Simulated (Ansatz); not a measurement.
**Ge2H2O2: density, localisation and related maps**

```
atom    x (Å)    y (Å)    z (Å)
  Ge   0.9535   1.0594   0.2134
  Ge  -0.4341  -0.4011  -1.9442
   O   0.4232   1.2171  -1.4291
   O   0.0345  -0.6075   0.1393
   H  -1.9092   0.1098  -1.5678
   H   0.0567  -1.3526   0.7508
```

Geometry: PBE0-D3(BJ)/def2-SVP.

Level of theory: isolated molecule in a Gaussian basis; Kohn-Sham density functional theory, functional PBE0 (Ansatz 0.2.0).

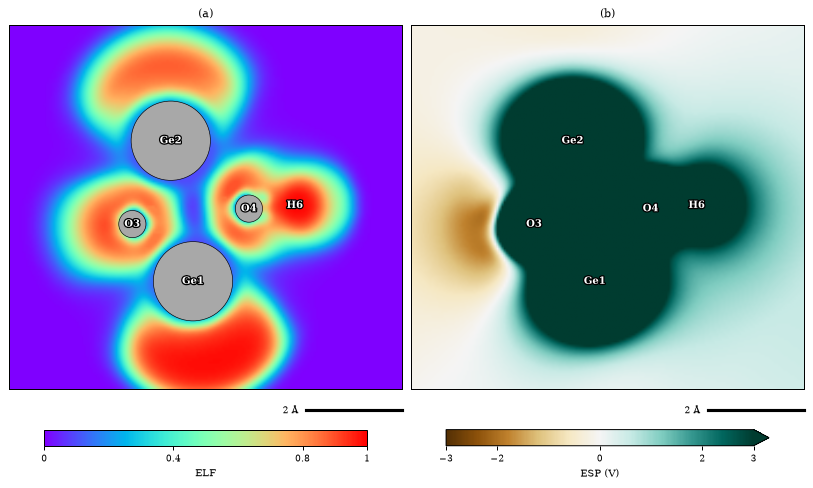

Figure 1. (a) ELF; (b) electrostatic potential on the plane of atoms O3, Ge2 and O4. Grey discs cover the atomic cores in the ELF map.

Q: What do the fields say about this system?

A:
- The plane passes through Ge, O and H nuclei.
- Ge–O (1.73 Å): the ELF peaks at about 0.85 in the valence shell of O, 0.6 Å from its nucleus, and is about 0.25 at the midpoint.
- O–H (0.96 Å): the ELF climbs to about 1 towards the hydrogen, as it does in any bond to H; an ordinary covalent bond to hydrogen.
- Ge–O (1.90 Å): the ELF peaks at about 0.85 in the valence shell of O, 0.6 Å from its nucleus, and is about 0.35 at the midpoint.
- The ELF also peaks beside O3, away from the bonds: lone-pair regions.
- Outside the dense part of the molecule the potential is most negative (−2.0 V) near O3.

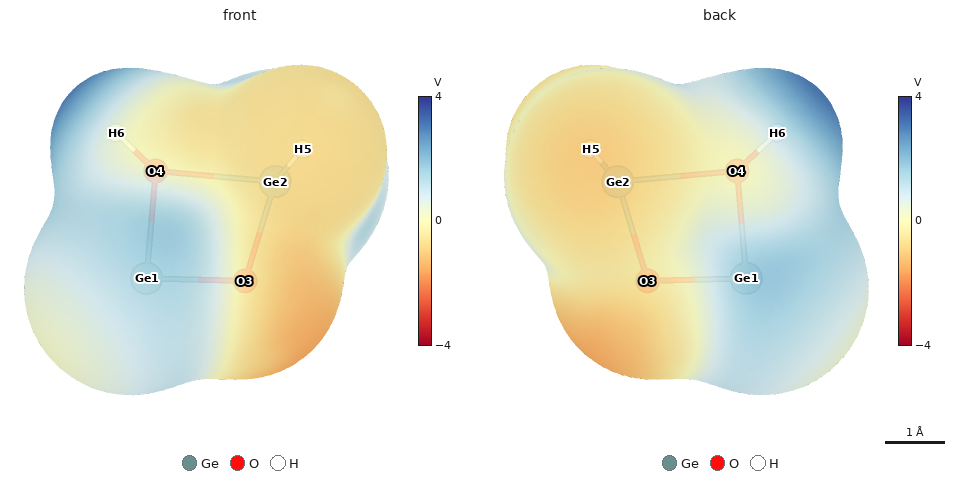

Figure 2. The molecular electrostatic potential painted on the density surface at 0.002 e/bohr³, seen from the front and from behind; the colour scale runs from red (negative) to blue (positive).

Q: Which sites attract a positive test charge, and which a negative one?

A: A positive charge is drawn to the negative regions and a negative charge to the positive ones. The most negative region (about −1.6 V, or −37 kcal/mol for a unit charge) lies over O3, the most positive (about +3.0 V, or +69 kcal/mol for a unit charge) over H6. O3 is the likeliest acceptor of a hydrogen bond.

Q: What dipole moment does the calculation give?

A: Its dipole moment is 3.42 D.

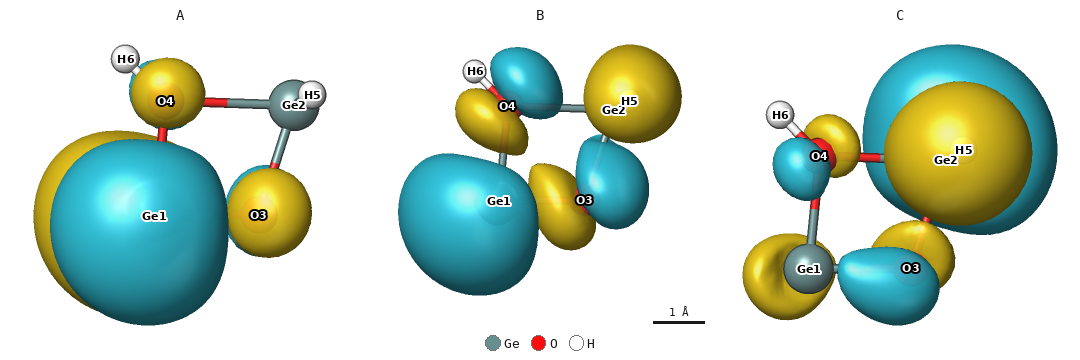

Figure 3. Three frontier orbitals at ±0.08 Å⁻³ᐟ² (yellow and cyan are the two phases), in no order.

Q: Which picture is the HOMO−1, the HOMO and the LUMO?

A: B is the HOMO−1 (−8.04 eV). Its weight (Hirshfeld) is mainly on Ge1 (about 50 %), O3 (about 20 %), O4 (about 10 %), Ge2 (about 10 %) and H5 (about 5 %). C is the HOMO (−6.02 eV). It lies mainly on Ge2 (about 65 %), H5 (about 20 %), O3 (about 5 %) and Ge1 (about 5 %). A is the LUMO (−2.01 eV). By Hirshfeld shares it lies mainly on Ge1 (about 80 %) and O3 (about 10 %).

Q: What is the HOMO–LUMO gap?

A: 4.01 eV between the orbital energies.
